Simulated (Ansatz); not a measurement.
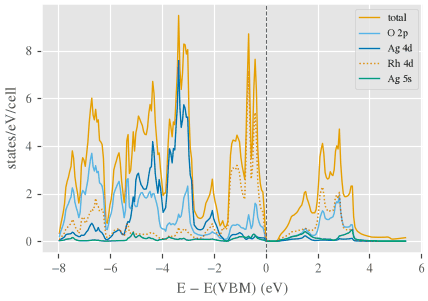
*Total and projected density of states of AgRhO₂ in space group R-3m (No. 166; Ag on 3a, Rh on 3b, O on 6c), the program Ansatz at the PBEsol level (PAW)*

Problem. Which orbitals carry the states next to the gap?

Solution. Top 1 eV of the valence band: Rh 4d 72 %, O 2p 18 %. Bottom 1 eV of the conduction band: Rh 4d 36 %, Ag 5s 19 %, O 2p 19 %, O 2s 10 %, Ag 4d 8 %, outside the projected shells 7 %. Projections are on Löwdin-orthogonalised atomic valence shells; empty p or d shells of many metals are not among them.

Problem. Where is the tallest occupied peak in this window, and what makes it?

Solution. Near -3.4 eV, about 9.5 states/eV per cell; the largest projected share is Ag 4d.

The workflow started from a Materials Project entry (that database holds measured and hypothetical structures alike); the Crystallography Open Database copy checked does not list it. Whether it is the stable phase at ambient conditions was not checked. Symmetry was held in the PBEsol relaxation; whether a distortion lowers the energy is not shown. The run is not spin-polarised. Scalar-relativistic: spin–orbit coupling is off unless named, which matters more the heavier the elements.

Potentials: the later of the program's two PAW sets.
